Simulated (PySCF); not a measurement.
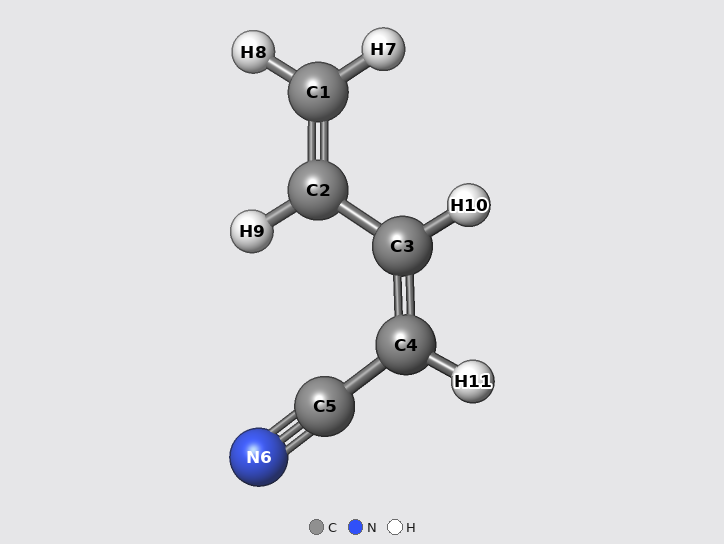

Computed geometry: PBE0-D3(BJ)/def2-SVP optimisation. No frequency run is at hand to confirm it as a minimum. Properties computed with B3LYP/pcJ-1 indirect spin-spin coupling, non-relativistic, gas phase (PySCF 2.14.0). Isotopes: 13C, 1H, 15N.

Give the spin–spin coupling constants of these pairs, with the number of bonds between them: C5/N6, C4/N6, C3/N6, N6/H11.

```csv
pair,bonds apart,J (Hz)
"C5, N6",1,−20.0
"C4, N6",2,4.6
"C3, N6",3,−1.7
"N6, H11",3,−1.8
```
